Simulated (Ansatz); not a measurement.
# GeH2ClF (SMILES [F][GeH2][Cl]) at B3LYP/6-31G(d) (spherical functions)

What is the vertical singlet–triplet gap of GeH2ClF at B3LYP/6-31G* (spherical functions)? 

The results are computed with Ansatz 0.2.0.

47 further runs of the same task are left out: 2 that didn't finish, 45 set aside as unsound or not needed.

### Step 1. Starting point

The species is GeH2ClF (5 atoms), meant as a singlet with charge 0. As SMILES, `[F][GeH2][Cl]`. The shape is that of a PBE0-D4/def2-TZVP optimisation.

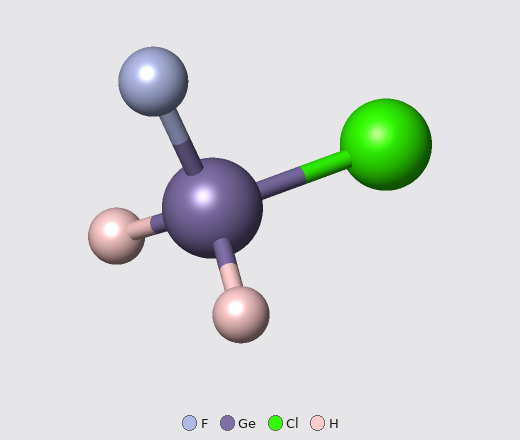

The structure, seen from a chosen angle (fluorine light blue, germanium purple, chlorine green, hydrogen pink).

### Step 2. A single-point energy at B3LYP/6-31G(d) (spherical functions)

Input file run.yaml:

```yaml
crystal:
  periodic: [false, false, false]
  atoms:
    - symbol: F
      position_ang: [-0.242000, -0.508000, 1.588600]
    - symbol: Ge
      position_ang: [0.139900, -0.089200, -0.045500]
    - symbol: Cl
      position_ang: [-1.390300, 1.244900, -0.698900]
    - symbol: H
      position_ang: [0.067600, -1.375500, -0.867400]
    - symbol: H
      position_ang: [1.474700, 0.654200, -0.018300]
basis:
  gaussian:
    orbitals: 6-31G_st_-spherical.json
hamiltonian:
  xc: {name: B3LYP}
accuracy: high
output:
  orbitals: {seedname: orbitals}
```

The basis set 6-31G* is read from a file made from the Basis Set Exchange's data (not shown).

Command:

```sh
$ ansatz run run.yaml --threads 1 --pin off --max-ram 3480MiB --events-out events.jsonl --progress --plain --runs-dir runs
```

Standard output:

```text
Warning: RAYON_NUM_THREADS=1 ignored (pool sized by the plan → 1); use --threads N
Functional definition: B3LYP
  name "B3LYP"
  parameter a0 = 0.2
  parameter ax = 0.72
  parameter ac = 0.81
  exchange = (1 - a0 - ax)*slater_x + ax*b88_x + a0*exact_x
  correlation = (1 - ac)*vwn_rpa_c + ac*lyp_c
1380 factors; integrals over basis functions are off by at most 4.7e-9 eV
mean field evaluation 1: about -71783.2997 eV, gradient 3.6e1 eV
mean field evaluation 2: about -71778.6181 eV, gradient 6.7e1 eV
mean field evaluation 4: about -71785.2601 eV, gradient 2.0e0 eV
mean field evaluation 8: about -71785.3440 eV, gradient 1.8e-1 eV
mean field evaluation 16: about -71785.3440 eV, gradient 9.1e-6 eV
mean field -71785.34401432 eV, -2638.0627346724 hartree, gradient 6.0e-8 eV, S^2 0.000000; 0 other end points of the search recorded, 0 dependent functions left out
reference -71785.34405155 eV, -2638.0627360406 hartree; 30, 30 occupied and 38, 38 virtual orbitals, 1380 factors
Total energy: -71785.34405155 eV, -2638.0627360406 hartree
```

Wall time 6.3 s (1 thread of Arm Neoverse V1, shared host); peak memory 0.21 GiB.

### Step 3. The triplet, same level

Input file run.yaml:

```yaml
crystal:
  periodic: [false, false, false]
  atoms:
    - {symbol: F, position_ang: [-0.242000, -0.508000, 1.588600]}
    - {symbol: Ge, position_ang: [0.139900, -0.089200, -0.045500]}
    - {symbol: Cl, position_ang: [-1.390300, 1.244900, -0.698900]}
    - {symbol: H, position_ang: [0.067600, -1.375500, -0.867400]}
    - {symbol: H, position_ang: [1.474700, 0.654200, -0.018300]}
basis:
  gaussian:
    orbitals: 6-31G_st_-spherical.json
magnetization:
  spin_polarized: true
  initial_magnetization: 2
hamiltonian:
  xc: {name: B3LYP}
accuracy: high
output: {orbitals: {seedname: orbitals}}
```

The basis set 6-31G* is read from a file made from the Basis Set Exchange's data (not shown).

Command:

```sh
$ ansatz run run.yaml --threads 1 --pin off --max-ram 3480MiB --events-out events.jsonl --progress --plain --runs-dir runs
```

Standard output (excerpt; [...] marks lines left out):

```text
Warning: RAYON_NUM_THREADS=1 ignored (pool sized by the plan → 1); use --threads N
[... 7 set-up lines as earlier in the session ...]
1380 factors; integrals over basis functions are off by at most 4.7e-9 eV
mean field evaluation 1: about -71775.6268 eV, gradient 2.7e1 eV
mean field evaluation 2: about -71746.0631 eV, gradient 8.8e1 eV
mean field evaluation 4: about -71778.2535 eV, gradient 3.6e0 eV
mean field evaluation 8: about -71778.4459 eV, gradient 6.8e-1 eV
mean field evaluation 16: about -71778.4689 eV, gradient 1.8e-2 eV
mean field evaluation 32: about -71778.4689 eV, gradient 3.3e-6 eV
mean field -71778.46892112 eV, -2637.8100796575 hartree, gradient 9.3e-8 eV, S^2 2.006554; 6 other end points of the search recorded, 0 dependent functions left out
reference -71778.46895785 eV, -2637.8100810074 hartree; 31, 29 occupied and 37, 39 virtual orbitals, 1380 factors
Total energy: -71778.46895785 eV, -2637.8100810074 hartree
```

Run time: 19 s. Hardware: 1 thread of Arm Neoverse V1, shared host; peak memory 0.31 GiB.

### Step 4. Outcome

Level: B3LYP/6-31G* (spherical functions).

| quantity | value |
| --- | --- |
| singlet: total energy | -2638.06274 Eh |
| singlet: HOMO energy | -8.80 eV |
| singlet: LUMO energy | -0.39 eV |
| singlet: HOMO–LUMO gap | 8.41 eV |
| triplet: total energy | -2637.81008 Eh |
| triplet: HOMO energy (highest over α and β) | -2.17 eV |
| triplet: ⟨S²⟩ | 2.007 |
| vertical energy of the triplet above the singlet | 6.875 eV |

At this shape the triplet lies 6.88 eV (663 kJ/mol) above the singlet.
